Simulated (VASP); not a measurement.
Band structure of LaCu$_{2}$ (space group P6/mmm). Method: LDA (Ceperley-Alder, Perdew-Zunger), VASP's LDA PAW potentials (set 64) (plane waves; VASP 6.6.1).

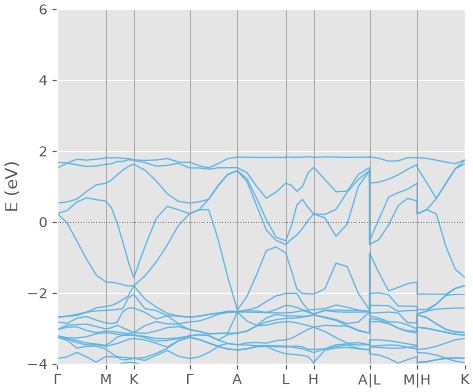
Figure: Bands along high-symmetry lines, zero at the valence-band maximum or, without a gap, the Fermi level

**Question.** Read the plot: is there a gap, and where are the band edges?

**Answer.** It has no gap at this level: it comes out as a metal or semimetal.

The structure comes from a measured LaCu2 entry of the Crystallography Open Database, whose conditions weren't checked. The cell was not relaxed at this level. The electron count is odd and the run is not spin-polarised, which forces a metal.
